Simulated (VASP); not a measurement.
Band structure of Gd (relaxed from the simple-cubic structure, space group Pm-3m). Computed with r2SCAN meta-GGA, VASP's PBE PAW potentials (set 64) (plane waves; VASP).

The 4f electrons are frozen in the core of the lanthanide potential, so 4f levels, which can set the real gap, and their magnetism are missing.

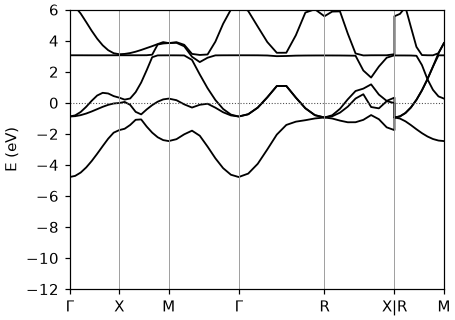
Figure. Bands along high-symmetry lines, zero at the valence-band maximum or, without a gap, the Fermi level

Task: Read the plot: is there a gap, and where are the band edges?

Result: It has no gap at this level: it comes out as a metal or semimetal.

The structure was generated: Gd was put into the simple-cubic type (Pm-3m), which need not be its known phase. It was relaxed first, which changed the volume by -11 %.
